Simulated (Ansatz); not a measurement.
## AlNi3: optical spectrum from first principles

What colour and refractive index does AlNi3 have at this level of theory?

Calculated with Ansatz 0.2.0; DFT, PBE, plane-wave PAW, default files, scalar-relativistic, independent-particle optical response without local fields.

## (1) The structure

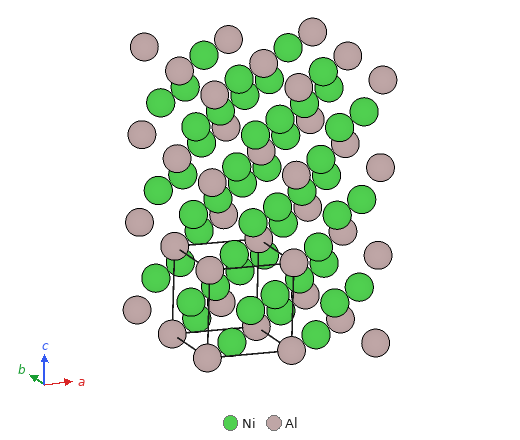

The starting structure, seen slightly off an axis (nickel green, aluminium light grey). 2×2×3 cells are drawn. Some periodic images of atoms are drawn too.

## (2) Ground state and bands

The self-consistent density comes first; it also tells whether there is a gap, which decides the occupations and the need for a Drude term.

This step: DFT, PBE, plane-wave PAW, default files, scalar-relativistic, ground state (Ansatz 0.2.0).

The input, input.yaml:

```yaml
crystal:
  lattice:
    - [3.5230547267, 0.0, 0.0]
    - [0.0, 3.5230547267, 0.0]
    - [0.0, 0.0, 3.5230547267]
  atoms:
    - { symbol: Ni, position: [0.5, 0.5, 0.0], spin: 1.0 }
    - { symbol: Ni, position: [0.5, 0.0, 0.5], spin: 1.0 }
    - { symbol: Ni, position: [0.0, 0.5, 0.5], spin: 1.0 }
    - { symbol: Al, position: [0.0, 0.0, 0.0] }
magnetization:
  spin_polarized: true
kpoints:
  mp_grid: { grid: [6, 6, 6] }
  band_path:
    path:
      - [[0.0, 0.0, 0.0], [0.0, 0.5, 0.0], [0.5, 0.5, 0.0], [0.0, 0.0, 0.0], [0.5, 0.5, 0.5], [0.0, 0.5, 0.0]]
      - [[0.5, 0.5, 0.0], [0.5, 0.5, 0.5]]
    npoints: 10
scf:
  occupations: { method: fermi_dirac, width: 0.05 }
  n_extra_bands: 10
hamiltonian:
  xc: pbe
  pseudopotentials: { kind: paw }
output:
  forces: true
  stress: true
  populations: true
  write_bands: true
  write_density: true
  write_potential: true
  elf: true
  volumetric_format: npy
```

On the command line:

```console
$ ansatz run input.yaml --threads 4 --pin off --max-ram 8192MiB --backend cpu --events-out ev --progress --plain --runs-dir out
```

Numbers of over 12 decimals in the logs are rounded to 6 here.

What it wrote:

```text
scf.n_extra_bands = 10 over 29 filled bands (N_el = 57.0): the run solves 39 bands
Engine: ansatz 0.2.0, x86_64-unknown-linux-gnu
Pseudopotentials: kind: paw
Pseudopotential: Ni, paw, valence charge 18, recommended cutoff 420 eV (normal), Ni.paw.azcp
Pseudopotential: Al, paw, valence charge 3, recommended cutoff 420 eV (normal), Al.paw.azcp
Functional definition: PBE
  parameter kappa = 0.804
  parameter beta = 0.066725
  exchange = pbe_x(kappa = kappa, mu = beta*pi^2/3)
  correlation = pbe_c(beta = beta)
Crystal: 4 atoms, lattice volume = 43.728 Å³
Basis set: ecut = 420 eV, 847 PW (Γ), exchange–correlation on 48×48×48 points (8 copies of the dense FFT grid, shifted against one another)
Bands: 39, of which v1, the nominal top of the filled ones, is band 29 counted from 1 (28 counted from 0)
Symmetry: 48 space group operations
Space group: Pm-3m (ITA 221), of the structure as read, at distance tolerance 3.5e-5 Å
Magnetic group: BNS 221.92 (UNI 1594), of the structure as read, at distance tolerance 3.5e-5 Å
k-points: 20 of 216
Non-local potential: Ni, projectors of the file, l = 0: 3, l = 1: 2, l = 2: 3, l = 3: 1
Non-local potential: Al, projectors of the file, l = 0: 2, l = 1: 2, l = 2: 1
PAW form: soft (Blöchl's): semilocal exchange-correlation on the pseudo side does not see the compensation charge
PAW one-centre angular grid: Ni, 590 points (default); XC on 64 Gauss nodes
PAW one-centre angular grid: Al, 110 points (default); XC on 64 Gauss nodes
Initial density: superposition of atomic densities (chi_scale 0.1, normalization cell)
Starting moments: Σ|m| = 3 μB on 3 of 4 sites
Initial wavefunctions: pseudopotential atomic-orbital guess
Functional: x = pbe(κ = 0.804, μ = 0.219515), c = pbe(β = 0.066725)
SCF iter   1: F=—  HF=-18055.898785 eV  |F-HF|=—  |Δ(HF+E_count)|=         —  Δρ=1.18e-1 (↑1.18e-1 ↓4.28e-2)  dr2=2.61e0  dr2_m=2.11e0  M=0.959 μB ∫|m|=1.196 μB  β_m=0.30  ethr=3.10e-3  ⟨swp⟩=5.9  Hψ=6038  notcnv=0  defer=6
Mixer restart at iter 1: flushing history
preconditioner: auto → Kerker (q_TF=auto, 2.852 Å⁻¹)  [metal: Δε(μ)=0.046 eV  Ē_g=10.071 eV  σ=0.050 eV  W_gap=0.22  n_scr=18 (ndim 8)  ℏωp=32.3 eV  f_vac=0.000  D(μ)=2.66/eV (n_scr^D=26)]
spin=Collinear: Kerker preconditioning applied to the charge; magnetization (m = ρ↑ − ρ↓) channel mixes plain (no charge-response kernel on spin).
SCF iter   2: F=—  HF=-18055.104755 eV  |F-HF|=—  |Δ(HF+E_count)|=   7.94e-1  Δρ=6.80e-2 (↑3.96e-2 ↓6.80e-2)  dr2=4.18e-1  dr2_m=1.07e0  M=0.950 μB ∫|m|=1.167 μB  β_m=0.39  ethr=3.10e-3  ⟨swp⟩=2.1  Hψ=2591  notcnv=0  defer=138
SCF iter   3: F=—  HF=-18056.659925 eV  |F-HF|=—  |Δ(HF+E_count)|=    1.56e0  Δρ=4.98e-2 (↑2.41e-2 ↓4.98e-2)  dr2=4.01e-1  dr2_m=5.07e-1  M=0.880 μB ∫|m|=1.094 μB  β_m=0.61  ethr=7.32e-4  ⟨swp⟩=2.1  Hψ=2417  notcnv=0  defer=136
SCF iter   4: F=—  HF=-18058.408161 eV  |F-HF|=—  |Δ(HF+E_count)|=    1.75e0  Δρ=3.00e-2 (↑1.31e-2 ↓3.00e-2)  dr2=6.94e-1  dr2_m=3.19e-2  M=0.711 μB ∫|m|=0.898 μB  β_m=0.77  ethr=7.03e-4  ⟨swp⟩=3.0  Hψ=2692  notcnv=0  defer=144
SCF iter   5: F=—  HF=-18058.334922 eV  |F-HF|=—  |Δ(HF+E_count)|=   7.32e-2  Δρ=1.34e-2 (↑6.61e-3 ↓1.34e-2)  dr2=7.98e-2  dr2_m=5.68e-3  M=0.672 μB ∫|m|=0.837 μB  β_m=0.89  ethr=7.03e-4  ⟨swp⟩=3.0  Hψ=2765  notcnv=0  defer=145
SCF iter   6: F=—  HF=-18058.372161 eV  |F-HF|=—  |Δ(HF+E_count)|=   3.72e-2  Δρ=1.27e-3 (↑1.13e-3 ↓1.27e-3)  dr2=4.60e-3  dr2_m=6.21e-5  M=0.698 μB ∫|m|=0.880 μB  β_m=0.94  ethr=1.40e-4  ⟨swp⟩=2.1  Hψ=2594  notcnv=0  defer=148
SCF iter   7: F=—  HF=-18058.370824 eV  |F-HF|=—  |Δ(HF+E_count)|=   1.34e-3  Δρ=7.09e-4 (↑7.09e-4 ↓4.90e-4)  dr2=4.21e-4  dr2_m=7.48e-6  M=0.699 μB ∫|m|=0.886 μB  β_m=0.97  ethr=8.06e-6  ⟨swp⟩=1.8  Hψ=1696  notcnv=0  defer=148
SCF iter   8: F=—  HF=-18058.370721 eV  |F-HF|=—  |Δ(HF+E_count)|=   1.03e-4  Δρ=3.68e-4 (↑3.28e-4 ↓3.68e-4)  dr2=1.33e-4  dr2_m=2.26e-7  M=0.699 μB ∫|m|=0.886 μB  β_m=0.99  ethr=7.39e-7  ⟨swp⟩=2.4  Hψ=2369  notcnv=0  defer=148
SCF iter   9: F=—  HF=-18058.370710 eV  |F-HF|=—  |Δ(HF+E_count)|=   1.15e-5  Δρ=6.08e-5 (↑3.44e-5 ↓6.08e-5)  dr2=2.35e-6  dr2_m=8.88e-8  M=0.699 μB ∫|m|=0.886 μB  β_m=0.99  ethr=2.34e-7  ⟨swp⟩=2.2  Hψ=1960  notcnv=0  defer=148
SCF iter  10: F=—  HF=-18058.370726 eV  |F-HF|=—  |Δ(HF+E_count)|=   1.64e-5  Δρ=3.02e-5 (↑2.05e-5 ↓3.02e-5)  dr2=8.22e-7  dr2_m=9.82e-9  M=0.699 μB ∫|m|=0.886 μB  β_m=1.00  ethr=4.12e-9  ⟨swp⟩=2.1  Hψ=2569  notcnv=0  defer=148
SCF iter  11: F=—  HF=-18058.370726 eV  |F-HF|=—  |Δ(HF+E_count)|=   5.76e-8  Δρ=1.84e-5 (↑1.20e-5 ↓1.84e-5)  dr2=2.77e-7  dr2_m=4.37e-9  M=0.699 μB ∫|m|=0.886 μB  β_m=1.00  ethr=1.44e-9  ⟨swp⟩=1.0  Hψ=1560  notcnv=0  defer=148
SCF iter  12: F=—  HF=-18058.370726 eV  |F-HF|=—  |Δ(HF+E_count)|=   3.27e-8  Δρ=1.99e-6 (↑1.99e-6 ↓1.34e-6)  dr2=3.23e-9  dr2_m=5.11e-11  M=0.699 μB ∫|m|=0.886 μB  β_m=1.00  ethr=4.86e-10  ⟨swp⟩=2.0  Hψ=1878  notcnv=0  defer=148
SCF iter  13: F=-18058.370726 eV  HF=-18058.370726 eV  |F-HF|=2.36e-10  |Δ(HF+E_count)|=  4.04e-10  Δρ=5.42e-7 (↑5.42e-7 ↓4.36e-7)  dr2=2.89e-10  dr2_m=1.67e-12  M=0.699 μB ∫|m|=0.886 μB  ethr=5.66e-12  ⟨swp⟩=10.2  Hψ=9700  notcnv=0
SCF 1 converged in 13 iterations: F = -18058.370726 eV  dr2 = 2.89e-10
  greatest PAW one-centre occupation: 1.001 electrons in one spin orbital (limit 2), on the Ni atom at site 1 (counted from 0), in its partial waves of l = 1
NSCF: frozen V_eff on 62 k-points
SCF converged after 13 iterations
Magnetization: 0.6988 μB (28.8494 up, 28.1506 down)
Absolute magnetization: 0.8867 μB (∫|ρ↑−ρ↓|, with the PAW one-centre terms)
Spin contamination: 0.0112 ħ² per cell (⟨S²⟩ above its minimum at these occupations)
Per-site moments (μB) at R_I (Å): [(0.260538, 1.027610), (0.260538, 1.027610), (0.260538, 1.027610), (-0.017335, 1.027610)]
Free energy (F): -18058.370726 eV
Harris-Foulkes:  -18058.370726 eV  (|F-HF|=2.36e-10)
Internal energy: -18058.344058 eV  (E = F + TS)
E sigma→0 (E₀):  -18058.357392 eV
Entropy (-TS):   -0.026669 eV (-6.667 meV/atom)
Fermi energy:    16.467381 eV
--- Per-component energies (eV) ---
  E_band       = -901.392179
  E_kinetic    = 879.154372
  E_local      = -11867.307901  (includes V_loc(G=0)·N_el)
  E_nonlocal   = 1916.759009
  E_hartree    = 5057.232869
  E_xc         = -297.760792
  E_vxc        = -361.828970  (∫ρ·V_xc dr)
  E_paw        = -5358.243780  (= ΣΔE_a)
  E_vpaw       = -1582.638535  (= ΣTr[D̂ρ^β])
  E_aug_tail   = 0.001709  (compensation charges beyond the density's cutoff)
  E_ewald      = -8388.179542
  E_smearing   = -0.026669  (= −TS)
  E_closure    = -0.000000  (closes the sum)
  Σ components = -18058.370726   (vs F -18058.370726, Δ=0.00e0)
--- Forces (eV/Å), atoms counted from 1 ---
  atom   1  Ni     0.00000000     0.00000000     0.00000000
  atom   2  Ni     0.00000000    -0.00000000     0.00000000
  atom   3  Ni     0.00000000    -0.00000000     0.00000000
  atom   4  Al    -0.00000000     0.00000000    -0.00000000
  max |Σ_I F_I| component: 1.91e-28 eV/Å
--- Stress (GPa, compression-positive) ---
        7.366003       0.000000       0.000000
        0.000000       7.366003       0.000000
       -0.000000       0.000000       7.366003
  P = ⅓ Tr σ = 7.3660 GPa (73.660 kbar)
--- Band table (eV; the first three rows and the last of 40) ---
  k-point 0 ↑: bands = [... 25 lower, 16.3997, 16.3997, 16.3997, 17.3022, 17.3022, 17.3022, 23.1597, 23.1597, ... 6 higher]
  k-point 1 ↑: bands = [... 25 lower, 15.8928, 16.0928, 16.2526, 16.4001, 18.2982, 18.2982, 23.1260, 23.7025, ... 6 higher]
  k-point 2 ↑: bands = [... 25 lower, 15.5167, 15.6818, 15.9509, 16.4007, 20.0100, 20.0100, 23.0399, 24.0676, ... 6 higher]
  k-point 19 ↓: bands = [... 25 lower, 15.5551, 15.5551, 16.1477, 16.5950, 16.5950, 16.5950, 20.1568, 20.8055, ... 6 higher]
--- Löwdin populations: 4 sites ---
  site symbol       q [e]    m [muB]
     0     Ni     17.6249     0.2583
     1     Ni     17.6249     0.2583
     2     Ni     17.6249     0.2583
     3     Al      3.5557    -0.0485
  spilling = 0.009996 (of n_electrons = 57.000000)
```

Wall time 9.8 s (4 threads of Intel Xeon at 2.50GHz (Skylake/Cascade Lake), shared host); peak memory 0.43 GiB.

Read-outs, printed or worked out from the files:

- free energy: -18058.3707 eV
- Fermi energy: 16.47 eV
- magnetization: 0.6988 μB
- absolute magnetization: 0.8867 μB
- site moments: 0.2605, 0.2605, 0.2605, -0.01733 μB
- electrons: 57
- symmetry operations: 48
- pressure: 7.366 GPa
- volume: 43.73 Å³
- gap on the path: 0 eV

There are states at the Fermi level within the smearing, so the occupations stay smeared and the carriers get a Drude term. The cell is left with a pressure of 7.4 GPa, as it stands unrelaxed at this level.

Both spins together. The electronic bands at the labelled points (eV, zero at the Fermi level; # counts the bands kept):

| point | #30 | #31 | #32 | #33 | #34 | #35 | #36 | #37 |
| --- | --- | --- | --- | --- | --- | --- | --- | --- |
| Γ | 0.37 | 0.37 | 0.37 | 0.80 | 0.80 | 0.80 | 0.83 | 0.83 |
| X | -0.85 | -0.51 | -0.33 | -0.07 | 0.37 | 5.64 | 5.64 | 5.64 |
| M | -0.99 | -0.80 | -0.61 | -0.60 | -0.46 | 0.88 | 0.88 | 1.17 |
| Γ | 0.37 | 0.37 | 0.37 | 0.80 | 0.80 | 0.80 | 0.83 | 0.83 |
| R | -0.91 | -0.32 | -0.30 | -0.24 | -0.24 | -0.24 | 0.13 | 0.13 |
| X | -0.85 | -0.51 | -0.33 | -0.07 | 0.37 | 5.64 | 5.64 | 5.64 |
| jump to M | -0.99 | -0.80 | -0.61 | -0.60 | -0.46 | 0.88 | 0.88 | 1.17 |
| R | -0.91 | -0.32 | -0.30 | -0.24 | -0.24 | -0.24 | 0.13 | 0.13 |

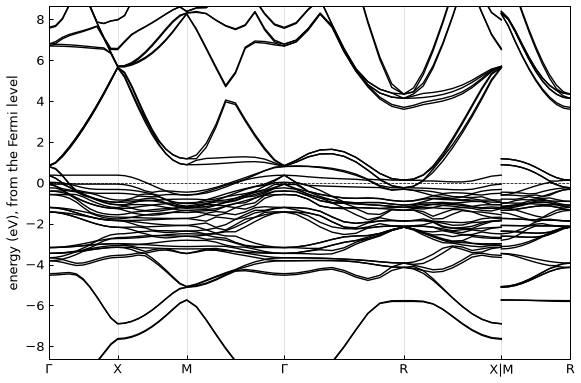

Electronic bands along the path.

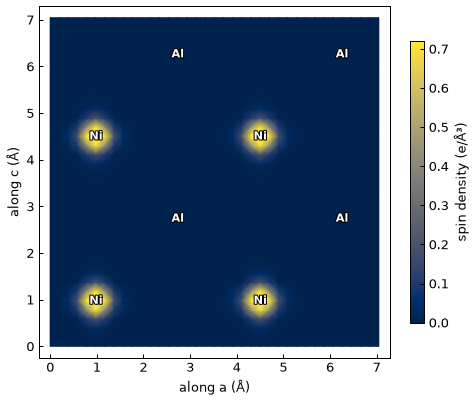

Spin density in the ac plane at fractional y = 0.000, with atoms of Ni and Al within 0.2 Å of it. The map starts off the cell's origin, so that atoms lie inside it.

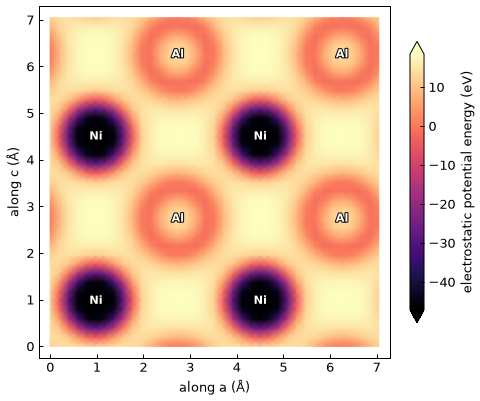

Electrostatic potential energy in the ac plane at fractional y = 0.000, with atoms of Ni and Al within 0.2 Å of it. With pseudopotentials it is smooth inside the atoms' cores, unlike the true potential. The map starts off the cell's origin, so that atoms lie inside it.

[end of part 1 of 2]

[Logs are printed without paths, hosts, clocks, repeated set-up lines and the standing remarks that a program may print on its own settings, such as how far it seeks lower states.]

[Hosts, paths, dates, database ids (printed as entryN), source tags and the programs' standing remarks are cut or masked in the printed files.]
